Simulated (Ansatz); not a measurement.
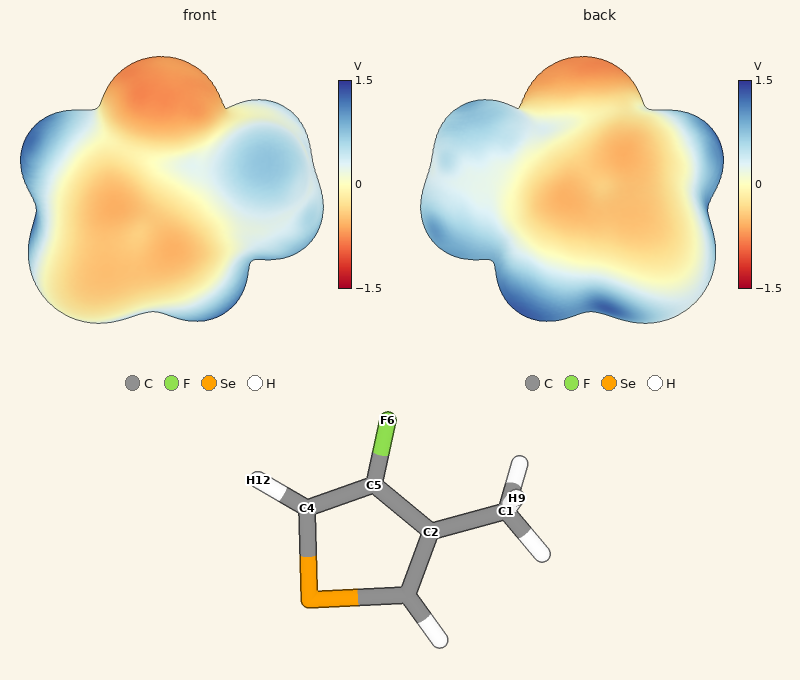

Figure 1: C$_{5}$H$_{5}$FSe. The electrostatic potential painted on the density surface at 0.002 e/bohr³, seen from the front and from behind; the colour scale runs from red (negative) to blue (positive). The bare structure is drawn below in the same view.

Geometry: PBE-D3(BJ)/def2-SVP.

Level of theory: isolated molecule in a Gaussian basis; Kohn-Sham density functional theory, functional PBE0 (Ansatz).

| atom | x (Å) | y (Å) | z (Å) |
| --- | --- | --- | --- |
| C | 1.3037 | -0.8360 | 0.1513 |
| C | 0.5429 | -1.5326 | -0.9395 |
| C | 0.9134 | -2.7039 | -1.5652 |
| C | -1.3208 | -1.7261 | -2.4506 |
| C | -0.7003 | -1.0149 | -1.4519 |
| F | -1.2051 | 0.1275 | -0.9466 |
| Se | -0.3135 | -3.2439 | -2.8763 |
| H | 1.5814 | 0.1954 | -0.1508 |
| H | 0.6892 | -0.7435 | 1.0712 |
| H | 2.2305 | -1.3827 | 0.4079 |
| H | 1.8117 | -3.3010 | -1.3648 |
| H | -2.2634 | -1.4804 | -2.9515 |

### Where is the surface potential most negative and most positive?

The most negative region (about −0.8 V) lies over F6, the most positive (about +1.3 V) over Se7, H11 and H12.

### What dipole moment does the calculation give?

Its dipole moment is 1.22 D.
